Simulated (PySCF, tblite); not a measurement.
# C5H12BNSi2: geometry, infrared bands and NMR shifts

What infrared bands and NMR shifts should C5H12BNSi2 (`C#CB[C@@H]1CC[Si@@H](N)[SiH2]1`) show?

Programs: tblite 0.8.0 and PySCF 2.14.0, with density-fitted response routines of our own. Each step states its level of theory. These are calculated values for one molecule in the gas phase, unless marked as measured. Atoms count from 0, in the outputs and in this text.

### Step 1. The starting structure

21 atoms, charge 0, multiplicity 1; geometry from: force field or distance geometry start.

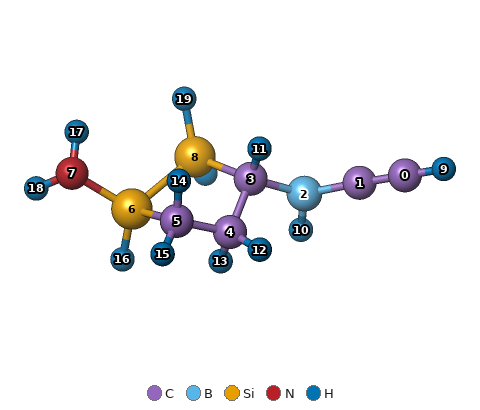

The starting geometry (carbon purple, boron blue, silicon amber, nitrogen red, hydrogen blue), atoms numbered.

### Step 2. Geometry optimisation with GFN2-xTB

Job settings and geometry (Å):

```
{"job": {"kind": "relax", "xc": "GFN2-xTB", "basis": "xTB"}, "charge": 0, "multiplicity": 1}
C      4.593300     0.507500     0.309800
C      3.469300     0.318300    -0.178000
B      2.102500     0.045200    -0.779000
C      0.798800     0.378400     0.068900
C      0.323300    -0.945400     0.690800
C     -0.969100    -0.701200     1.410600
Si    -2.112600    -0.400300    -0.043700
N     -3.582400     0.449900     0.400600
Si    -0.605700     0.917000    -1.062600
H      5.555300     0.669600     0.719900
H      2.006300    -0.831400    -1.588800
H      1.025300     1.109100     0.840500
H      1.078800    -1.379500     1.369900
H      0.082300    -1.652600    -0.150500
H     -0.916400     0.276500     1.941400
H     -1.290500    -1.531300     2.052900
H     -2.347300    -1.626900    -0.809000
H     -3.486200     1.470900     0.288900
H     -4.468800     0.074600    -0.012400
H     -0.883900     2.337300    -0.869100
H     -0.381100     0.531300    -2.446700
```

Started as:

```bash
$ OMP_NUM_THREADS=1 python probes_run.py task.json out
```

This one command runs all jobs of the session in turn.

**Question.** This job is followed by: GFN2-xTB harmonic vibrations, gas phase; GIAO PBE0/pcSseg-1 NMR shielding, non-relativistic, gas phase. What will the session give for the following? strongest single infrared mode (GFN2-xTB); zero-point energy (GFN2-xTB); 13C shifts against TMS (PBE0/pcSseg-1); 1H shifts against TMS (PBE0/pcSseg-1, means over atoms taken as alike); 11B shifts against BF3·OEt2 (PBE0/pcSseg-1); 29Si shifts against TMS (PBE0/pcSseg-1); 15N shifts against NH3 (PBE0/pcSseg-1).

**Answer**, as computed:

| quantity | value |
| --- | --- |
| strongest single infrared mode (GFN2-xTB) | 2178 cm⁻¹, 625 km/mol |
| zero-point energy (GFN2-xTB) | 96.5 kcal/mol |
| 13C shifts against TMS (PBE0/pcSseg-1) | 125.4, 99.1, 50.4, 30.7, 23.4 ppm |
| 1H shifts against TMS (PBE0/pcSseg-1, means over atoms taken as alike) | 6.26, 5.27, 4.09, 3.44, 3.17, 2.57, 2.41, 1.83, 1.41, 0.80, -0.17 ppm |
| 11B shifts against BF3·OEt2 (PBE0/pcSseg-1) | 58.8 ppm |
| 29Si shifts against TMS (PBE0/pcSseg-1) | -12.1, -97.1 ppm |
| 15N shifts against NH3 (PBE0/pcSseg-1) | 8.0 ppm |

What this shows: Relaxing lowered the energy by 0.958 eV in 136 steps; the close pair that moved most is Si6–Si8, from 2.246 to 2.322 Å. No mode is imaginary among the 57: a minimum at this level. GFN2-xTB is a fitted tight-binding method: band positions and strengths are rough. Its intensities can rank the bands wrongly. At PBE0/pcSseg-1: The largest span, 319 ppm, is at C1, where the paramagnetic term is -167 ppm.
